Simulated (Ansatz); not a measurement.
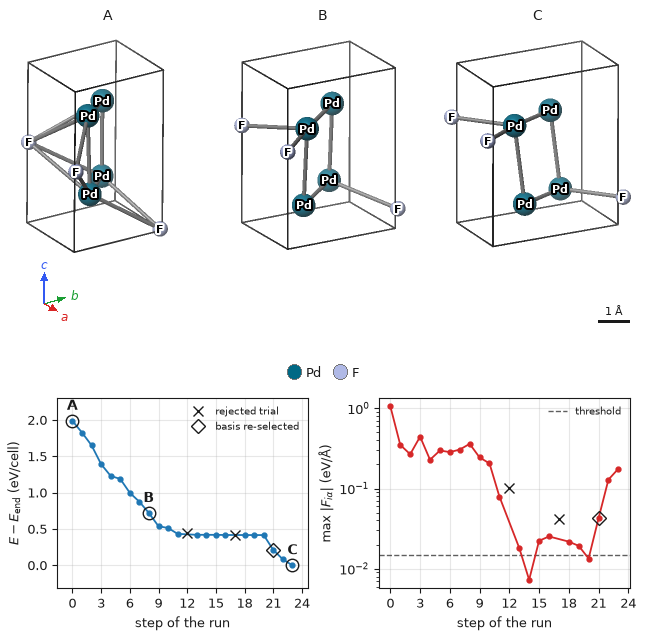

Frames of a relaxation of solid Pd₂F (built on the AlB2 type) (coarse preliminary run), marked on the history of the run. The picture is a ball-and-stick view of the cell of the calculation, seen slightly off an axis.

Level of theory: DFT PBE, scalar-relativistic, plane waves, PAW (Ansatz 0.2.0).

Input
```yaml
crystal:
  lattice:
    - [4.3430362001, 0.0442612468, 0.0457027563]
    - [-2.1331867359, 3.8092147307, -0.0556988261]
    - [0.0553943555, -0.0459720767, 5.3556345495]
  atoms:
    - { symbol: Pd, position: [0.3258947566, 0.6710223726, 0.2588995217] }
    - { symbol: Pd, position: [0.348534836, 0.6600130762, 0.7344347589] }
    - { symbol: Pd, position: [0.6834415728, 0.3440925733, 0.2560242918] }
    - { symbol: Pd, position: [0.6565066395, 0.327451146, 0.7426115524] }
    - { symbol: F, position: [-0.0150334646, -0.0159617897, 1.0075198762] }
    - { symbol: F, position: [0.0006556596, 0.0133826217, 0.5005099991] }
basis:
  ecutwfc: 420
kpoints:
  mp_grid: { grid: [6, 6, 4] }
hamiltonian:
  xc: pbe
scf:
  occupations: { method: gaussian, width: 0.1 }
output:
  forces: true
  stress: true
  eigenvalues: true
relax:
  adjacent_minimum: "off"
  f_tol: 0.015
  max_steps: 120
  cell: { stress_tol: 0.15 }
```

Command:
```bash
ansatz run input.yaml --threads 1 --pin off --max-ram 2560MiB --backend cpu --events-out ev --progress --plain --runs-dir out
```

### Describe the path.

The run was cut off at its time limit before the relaxation converged, so the last structure is only a point on the way. After 20 accepted moves (23 points after the start) the energy has fallen by 1.989 eV per cell of the calculation. Largest force component: 1.1 eV/Å at the start, 0.18 eV/Å at the end. The pressure goes from 0.23 to 0.41 GPa. The line search rejected the trial steps at points 12, 17 of the run. At 1 point the geometry stayed and the basis and grid were re-selected for the new cell (energy shift of 0.205 eV per cell of the calculation at most each time). F6 moves most relative to the cell: 0.93 Å along [0 −1 3]. Largest moves by element: F 0.93 Å, Pd 0.57 Å. The drawn cell changes as follows: a 4.344 → 3.391 Å (−21.9 %), b 4.366 → 5.212 Å (+19.4 %), c 5.356 → 5.326 Å (−0.6 %), α 91.4° → 91.2°, β 88.8° → 89.8°, γ 118.7° → 109.0°; the volume changes by −0.1 %. Near-neighbour distances that change, for instance: Pd1–F6 2.852 → 4.669 Å, Pd4–F5 2.867 → 4.583 Å, Pd3–F6 2.858 → 3.967 Å, Pd2–F5 2.999 → 4.061 Å. Among the angles between lasting bonds that change: Pd3–Pd1–Pd3 120.0° → 84.9°, Pd4–Pd2–Pd4 119.0° → 84.9°, Pd4–Pd3–Pd4 175.6° → 163.5°. The space group (tolerance 0.01 Å) goes from P1 (No. 1) to P-1 (No. 2). From step 0 to 8: F6 moves most (0.65 Å), volume −1.1 %, energy −1.269 eV per cell of the calculation. From step 8 to 23: Pd1 moves most (0.40 Å), volume +1.0 %, energy −0.720 eV per cell of the calculation.
